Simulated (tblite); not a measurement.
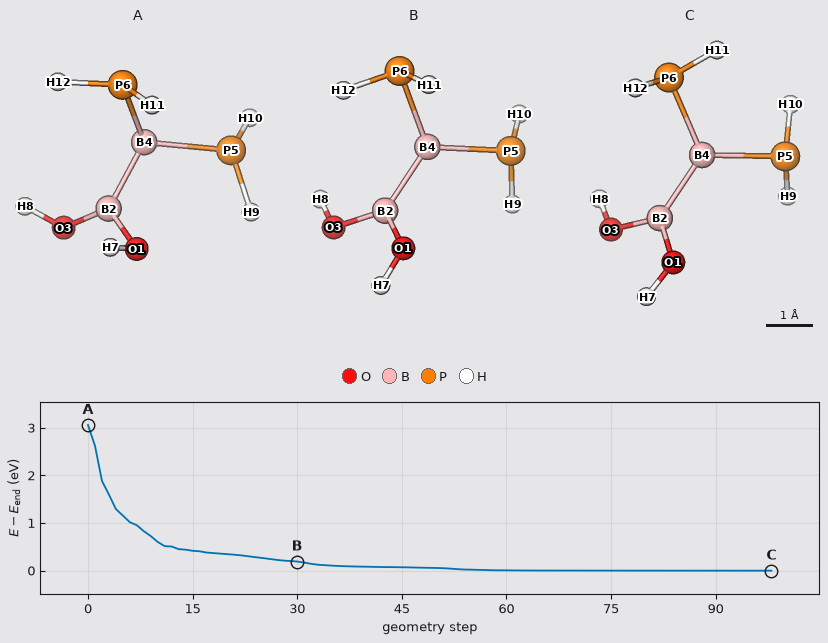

Frames of a relaxation of B₂P₂H₆O₂, marked on the history of the run. Style: ball-and-stick. Shown at a tilt.

Method: tblite, GFN2-xTB geometry optimisation, gas phase. 

Q: Describe the path.

A: The largest move after the best rigid fit is that of H11, 1.70 Å. Largest moves by element: H 1.70 Å, P 0.61 Å, B 0.59 Å, O 0.52 Å. Some distances before and after: O1–B2 1.474 → 1.355 Å, B4–P5 1.955 → 1.879 Å, P6–H11 1.454 → 1.385 Å, B2–O3 1.437 → 1.374 Å. Bond angles that change, for instance: H9–P5–H10 113.5° → 95.6°, H11–P6–H12 111.8° → 95.5°, B4–P5–H10 111.4° → 100.4°. Groups turn about O1–B2 by about 80°, B2–O3 by about 70°. Over 98 geometry steps the energy falls by 3.059 eV. From step 0 to 30: H7 moves most (0.97 Å), energy −2.867 eV. From step 30 to 98: H11 moves most (1.12 Å), energy −0.192 eV.

| step | E − E(0), eV |
| --- | --- |
| 0 | 0.0000 |
| 1 | -0.4348 |
| 2 | -1.1730 |
| 3 | -1.4608 |
| 4 | -1.7650 |
| 5 | -1.9021 |
| 6 | -2.0410 |
| 7 | -2.1047 |
| 8 | -2.2294 |
| 9 | -2.3328 |
| 10 | -2.4558 |
| 15 | -2.6420 |
| 19 | -2.7015 |
| 24 | -2.7752 |
| 29 | -2.8563 |
| 33 | -2.9350 |
| 38 | -2.9706 |
| 42 | -2.9822 |
| 47 | -2.9936 |
| 52 | -3.0164 |
| 56 | -3.0422 |
| 61 | -3.0535 |
| 66 | -3.0565 |
| 70 | -3.0569 |
| 75 | -3.0577 |
| 79 | -3.0583 |
| 84 | -3.0587 |
| 89 | -3.0588 |
| 93 | -3.0589 |
| 98 | -3.0591 |
